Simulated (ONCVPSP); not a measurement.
## Pseudopotential generation, with input and output: Li

System: lithium (Li, Z = 3), core [He], reference valence 2p1, valence charge 1.
Method: ONCV potential, PBEsol, scalar-relativistic, made with ONCVPSP 4.0.1.

**Results in brief**

- outcome: generated, with a ghost state
- cutoffs needed: 1.5 Ha and 3.9 Ha (the cutoffs at which the residual kinetic energy of the hardest occupied pseudo-wave falls to 1 and 0.1 mHa per electron)
- ghost test: GHOST(-) flagged for p at -86.6 eV; GHOST(+) flagged for p at 43.7 eV (apart from a flag on the real empty level that served as first projector) (flags above 300 eV left out)
- largest excitation error: -38 meV (all-electron minus pseudo) for 2s1 2p0, out of 2 test configurations
- rms error of d²Exc/dni dnj: 2.75 mHa without and 2.06 mHa with the model core
- range over which the phases arctan(r R′/R) at the test radius agree within 0.05 rad (a looser test near the poles than one of phase shifts): s: not judged, since its reference level lies on a steep step; p: not judged, since its reference level lies on a steep step; d: up to about 2.0 Ha; f: not judged, local potential alone
- hardware: 1 CPU thread, shared host
- wall time: 4.9 s

**Notes**

The potential has a bound ghost state, so it can't be used as it stands. Warnings of the program, in the generation or the tests: wellstate: localized bound state found for n= 2 l= 0.

**The input**
```
# ATOM AND REFERENCE CONFIGURATION
# atsym  z   nc   nv     iexc    psfile
  Li 3.00    1    1  -116133      upf
#
#   n    l    f
    1    0    2.00
    2    1    1.00
#
# PSEUDOPOTENTIAL AND OPTIMIZATION
# lmax
    2
#
#   l,   rc,      ep,       ncon, nbas, qcut
    0    4.30    0.41    3    7    1.20
    1    4.00    0.00    4    8    1.90
    2    4.40    0.06    4    8    2.50
#
# LOCAL POTENTIAL
# lloc, lpopt,  rc(5),   dvloc0
    4    2    2.70    6.00
#
# VANDERBILT-KLEINMAN-BYLANDER PROJECTORs
# l, nproj, debl
    0    3    2.20
    1    2    1.50
    2    2    0.60
#
# MODEL CORE CHARGE
# icmod, fcfact, rcfact
    1    0.30    0.00
#
# LOG DERIVATIVE ANALYSIS
# epsh1, epsh2, depsh
   -2.00    5.00    0.02
#
# OUTPUT GRID
# rlmax, drl
    6.00    0.01
#
# TEST CONFIGURATIONS
# ncnf
    2
# nvcnf
#   n    l    f
    2
    2    1    0.00
    2    0    1.00
#
    2
    2    1    0.00
    2    0    0.50
#
```

Run as:
```bash
oncvpsp.x < Li.dat > Li.out
```

**The program's output (extracts)**
```
ONCVPSP  (Optimized Norm-Conservinng Vanderbilt PSeudopotential)
scalar-relativistic version 4.0.1

#   n    l    f        energy (Ha)
    1    0    2.00    -1.9449238E+00
    2    1    1.00    -5.6518167E-02

Reference configufation results
  iterations    22
  all-electron total energy (Ha)   -7.32309430D+00

Begin loop to  construct optimized pseudo wave functions
and semi-local pseudopoentials for all angular momenta

WARNING wellstate: localized bound state found for n= 2 l= 0
WARNING this state with energy -0.12087230
WARNING will be used for the first projector

   Wellstate for l =  0  n =  6
     eigenvalue =   2.0791
     asymptotic potential =   2.5791
     half-point radius =  6.9905

   Wellstate for l =  0  n =  8
     eigenvalue =   4.2791
     asymptotic potential =   4.7791
     half-point radius =  6.7067

Calculating optimized projector #   1

 for l=   0

    Fraction of norm inside rc  0.640376
    Optimizing pswf for qcut=   1.20 a_B^-1,  ecut=   0.72 Ha
    Residual kinetic energy error=  9.91D-05 Ha

    Energy error per electron        Cutoff
         Ha          eV             Ha
         0.01000     0.27211        0.17
         0.00100     0.02721        0.33
         0.00010     0.00272        0.79
         0.00001     0.00027        6.89

Calculating optimized projector #   2

 for l=   0

    Fraction of norm inside rc  0.283114
    Optimizing pswf for qcut=   1.20 a_B^-1,  ecut=   0.72 Ha
    Residual kinetic energy error=  6.14D-01 Ha

    Energy error per electron        Cutoff
         Ha          eV             Ha
         0.01000     0.27211        4.84
         0.00100     0.02721        7.74
         0.00010     0.00272       18.35
         0.00001     0.00027       43.07

Calculating optimized projector #   3

 for l=   0

    Fraction of norm inside rc  0.226383
    Optimizing pswf for qcut=   1.20 a_B^-1,  ecut=   0.72 Ha
    Residual kinetic energy error=  1.12D+00 Ha

    Energy error per electron        Cutoff
         Ha          eV             Ha
         0.01000     0.27211        8.21
         0.00100     0.02721       11.66
         0.00010     0.00272       21.18
         0.00001     0.00027       48.94

   Wellstate for l =  1  n =  5
     eigenvalue =   1.4435
     asymptotic potential =   1.9435
     half-point radius =  6.5358

Calculating optimized projector #   1

 for l=   1

    Fraction of norm inside rc  0.387851
    Optimizing pswf for qcut=   1.90 a_B^-1,  ecut=   1.80 Ha
    Residual kinetic energy error=  3.50D-04 Ha

    Energy error per electron        Cutoff
         Ha          eV             Ha
         0.01000     0.27211        0.69
         0.00100     0.02721        1.46
         0.00010     0.00272        3.91
         0.00001     0.00027       11.55

Calculating optimized projector #   2

 for l=   1

    Fraction of norm inside rc  0.303373
    Optimizing pswf for qcut=   1.90 a_B^-1,  ecut=   1.80 Ha
    Residual kinetic energy error=  5.26D-01 Ha

    Energy error per electron        Cutoff
         Ha          eV             Ha
         0.01000     0.27211       16.15
         0.00100     0.02721       20.36
         0.00010     0.00272       29.24
         0.00001     0.00027       47.82

   Wellstate for l =  2  n =  3
     eigenvalue =   0.0600
     asymptotic potential =   0.5600
     half-point radius = 12.5016

   Wellstate for l =  2  n =  5
     eigenvalue =   0.6600
     asymptotic potential =   1.1600
     half-point radius =  9.4523

Calculating optimized projector #   1

 for l=   2

    Fraction of norm inside rc  0.153361
    Optimizing pswf for qcut=   2.50 a_B^-1,  ecut=   3.13 Ha
    Residual kinetic energy error=  1.60D-07 Ha

    Energy error per electron        Cutoff
         Ha          eV             Ha
         0.01000     0.27211        0.33
         0.00100     0.02721        0.69
         0.00010     0.00272        1.33
         0.00001     0.00027        2.02

Calculating optimized projector #   2

 for l=   2

    Fraction of norm inside rc  0.261663
    Optimizing pswf for qcut=   2.50 a_B^-1,  ecut=   3.13 Ha
    Residual kinetic energy error=  7.94D-05 Ha

    Energy error per electron        Cutoff
         Ha          eV             Ha
         0.01000     0.27211        1.52
         0.00100     0.02721        2.18
         0.00010     0.00272        3.03
         0.00001     0.00027        5.83

Construct Vanderbilt / Kleinmman-Bylander projectors

B matrix Hermiticity error, ll=   0
   1   2   -1.1545E-05
   1   3   -1.4176E-05
   2   3   -1.1170E-05

  Orthonormal projector coefficients  6.5015E+00 -3.4288E+00  1.3323E+00

B matrix Hermiticity error, ll=   1
   1   2   -4.7154E-06

  Orthonormal projector coefficients -1.0410E+01 -3.4905E+00

B matrix Hermiticity error, ll=   2
   1   2   -2.3249E-06

  Orthonormal projector coefficients -3.7775E+00 -9.0156E-01

Model core correction analysis
  based on d2Exc/dn_idn_j

d2excae - all-electron derivatives

   -1.968822D-02

d2excps - pseudofunction derivatives with no core correction

   -2.243757D-02

rms 2nd derivative error    2.749343E-03

Polynomial model core charge

d2excps - pseudofunction derivatives with core correction

   -2.174870D-02

rms 2nd derivative error    2.060472E-03

Pseudoatom total energy   -0.124542

Diagnostic tests using Vanderbilt-Kleinman-Bylander pseudopotentials
  1 or more projectors used as specified by nproj input data

   l    rcore       rmatch      e in        delta e   norm test  slope test

   0   4.3165162   4.4475750  -0.1208723   0.0000072   0.9999254   1.0000532
run_diag: lschvkbbe ERROR   2   3   0  60  2.07912770E+00  2.33704047E+00
   0   4.3165162   4.4475750   2.0791277   0.2579128  88.5568895  19.6560464
run_diag: lschvkbbe ERROR   3   4   0  60  4.27912771E+00  4.75704048E+00
   0   4.3165162   4.4475750   4.2791277   0.4779128   1.3761224   2.1836668

   1   4.0175159   4.1394964  -0.0565182  -0.0000000   1.0000033   1.0000084
run_diag: lschvkbbe ERROR   2   4   1  60  1.44348183E+00  1.24913365E+00
   1   4.0175159   4.1394964   1.4434818  -0.1943482  22.4589537  13.8470102

   2   4.4210487   4.5552813   0.0600000   0.0000003   1.0000030   1.0000030
   2   4.4210487   4.5552813   0.6600000   0.0000004   1.0000260   1.0000260

 Testing for bound ghosts
   n   l    E NL Schr. Eq   E Basis Diag.   E Cutoff

       0                       -0.120670     14.04  WARNING - GHOST(-)

       1                       -3.182956     18.65  WARNING - GHOST(-)
   2   1       -0.056518       -0.054639     18.65

 Testing for highly-localized positive-energy ghosts
       l    <radius>/rc     E Basis Diag.   E Cutoff

       0        0.318195       13.272879     14.04  WARNING - GHOST(+)

       1        0.915632        1.605763     18.65  WARNING - GHOST(+)

Test configuration 0

   n   l     f        eae           eps        diff
   1   0  2.0000   -1.94492385
   2   1  1.0000   -0.05651817   -0.05651818   -9.38D-09

    Total energies and differences
      AE_ref= -7.32309430D+00  AE_tst= -7.32309430D+00  dif=  0.00D+00
      PS_ref= -1.24541754D-01  PS_tst= -1.24541754D-01  dif= -1.13D-14
      PSP excitation error=  1.13D-14

Test configuration 1

   n   l     f        eae           eps        diff
   1   0  2.0000   -1.88791799
   2   0  1.0000   -0.10370434   -0.10036836    3.34D-03

    Total energies and differences
      AE_ref= -7.32309430D+00  AE_tst= -7.38781492D+00  dif= -6.47D-02
      PS_ref= -1.24541754D-01  PS_tst= -1.87857970D-01  dif= -6.33D-02
      PSP excitation error= -1.40D-03

Test configuration 2

   n   l     f        eae           eps        diff
   1   0  2.0000   -2.03020864
   2   0  0.5000   -0.19286282   -0.19018654    2.68D-03

    Total energies and differences
      AE_ref= -7.32309430D+00  AE_tst= -7.31383449D+00  dif=  9.26D-03
      PS_ref= -1.24541754D-01  PS_tst= -1.15372264D-01  dif=  9.17D-03
      PSP excitation error=  9.03D-05
```

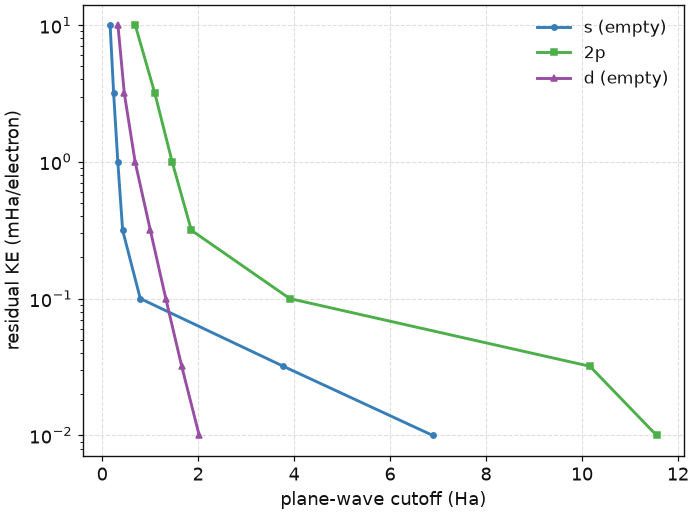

Figure 1. Residual kinetic energy of the pseudo-waves (the first of each channel, and further valence shells) beyond the plane-wave cutoff, as the generator prints it.

- Cutoffs for the occupied states: 1.5 Ha for 1 mHa and 3.9 Ha for 0.1 mHa per electron. The first is set by 2p.
- Hardest wave at 1 mHa per electron: 2p, with rc = 4.00 bohr and qcut = 1.9 1/bohr. The optimisation minimises, but can't always remove, the kinetic energy above qcut²/2 = 1.8 Ha, and a larger rc would as a rule soften the wave at some cost in transferability.
- Cutoffs for 1 mHa per electron: 2p: 1.5 Ha; d (empty): 0.7 Ha; s (empty): 0.3 Ha. The potential isn't sound: its ghost test gives GHOST(-) flagged for p at -86.6 eV; GHOST(+) flagged for p at 43.7 eV (apart from a flag on the real empty level that served as first projector) (flags above 300 eV left out).
